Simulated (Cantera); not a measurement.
Input: 1 mol c-C4F8, 0.16 mol H2, equilibrated at 0.133 bar.

Method: chemical equilibrium by Gibbs-energy minimisation in Cantera with the NASA 1993 tables (ideal gas, pure condensed phases). Candidate condensed phases: C, C6H6, C7H8, C8H18; 95 gas species. The feed counts by its element totals alone. Condensed phases not in the tables: fluorocarbon polymer. Gases not in the tables: C2F6 and larger saturated fluorocarbons. The numbers say what is thermodynamically allowed, not how fast it happens.

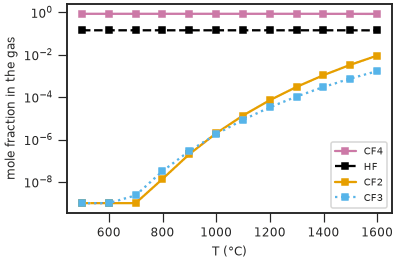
Figure. Equilibrium gas composition (values under 1e-9 drawn at 1e-9)

From 500 °C to 1600 °C the condensed part is C(graphite). The main C-bearing gas is CF4 throughout.
